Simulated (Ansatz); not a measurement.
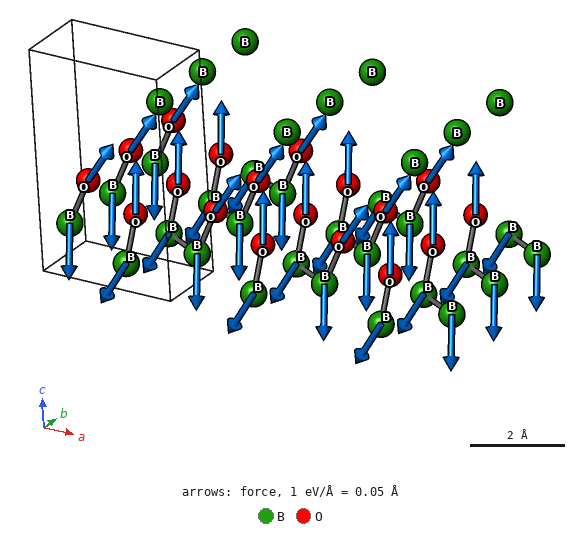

Starting geometry of a crystal of B3O2 (built on the random type) (coarse preliminary run) with the computed forces as blue arrows. The picture is a ball-and-stick view of the cell of the calculation, repeated 3 × 3 × 1 with one cell outlined, seen slightly off an axis.

Case: random cell with space group Cm (No. 8).

Method: DFT PBE, scalar-relativistic, plane waves, PAW in Ansatz 0.2.0. Settings: plane-wave cutoff 420 eV; k-point mesh 6 × 6 × 4; occupations gaussian; smearing width 0.1 eV; no spin polarisation; cell and atoms relaxed; force threshold 0.04 eV/Å; at most 70 steps.

> Is this structure relaxed? If not, where do the atoms go?

It isn't relaxed: the largest force vector, on B atoms, is 25.05 eV/Å. The final displacements follow the starting forces only in part (cosine between the two patterns 0.65). The energy falls by 3223 meV per atom in 27 accepted moves (33 points after the start). Largest force component: 22 eV/Å at the start, 0.0074 eV/Å at the end. The pressure goes from 132.93 to 0.06 GPa. The line search rejected the trial steps at points 13, 17, 30 of the run. The SCF was repeated 3 times at an unchanged geometry on a basis and grid sized afresh for the cell, which shifted the energy by 72.3 meV per atom at most. The largest moves relative to the cell, 0.65 Å, are those of B atoms. Largest moves by element: B 0.65 Å, O 0.43 Å. The volume changes by +19.8 %, with a = b 2.858 → 3.706 Å (+29.7 %), c 5.182 → 4.483 Å (−13.5 %), α 100.6° → 116.8°, β 100.6° → 116.8°, γ 85.9° → 75.4°. Some distances before and after: B–B 1.298 → 2.741 Å, B–O 2.545 → 1.422 Å, B–O 1.838 → 2.842 Å, B–B 2.596 → 1.791 Å. New bonds form: B–O (2.54 → 1.42 Å). Bonds break: B–B (1.30 → 2.74 Å). Among the angles between lasting bonds that change: B–B–O 166.0° → 127.7°. The space group stays Cm (No. 8). Cost: 60 s on 1 thread of Intel(R) Xeon(R) 6975P-C (Granite Rapids), on a shared host, peak memory 0.38 GiB.
